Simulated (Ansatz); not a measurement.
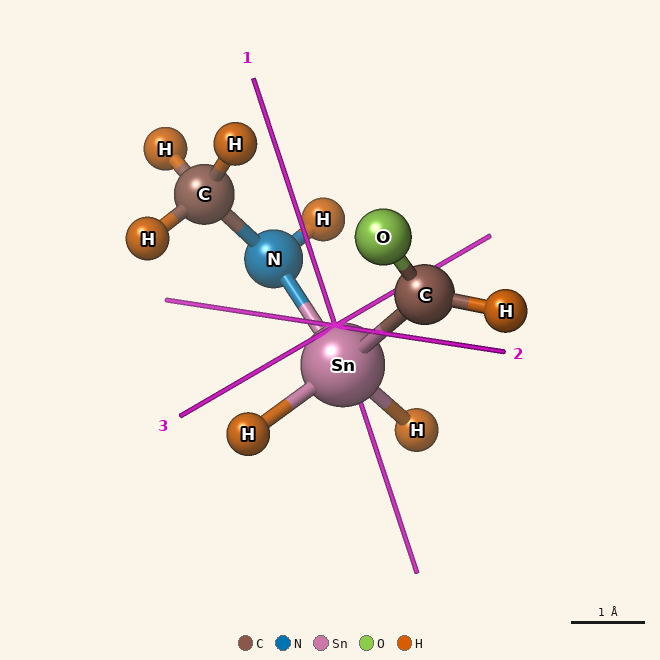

The three principal axes of inertia are drawn and numbered. Depth is shown by fading: the farther an atom, the more it takes the colour of the background. Computed geometry: PBE-D4/def2-SVP optimisation. No frequency run is at hand to confirm it as a minimum. Masses are those of the most abundant isotopes; constants are for the rigid equilibrium geometry.

Which line is the a axis (least moment of inertia), which b and which c?

a is line 2, b is line 1, c is line 3; the moments are 172, 224, 367 u Å².

Classify the rotor and give the rotational constants (MHz).

An asymmetric top (C1): A = 2946, B = 2258, C = 1376 MHz. Ray's parameter κ is 0.12, midway between the limits.
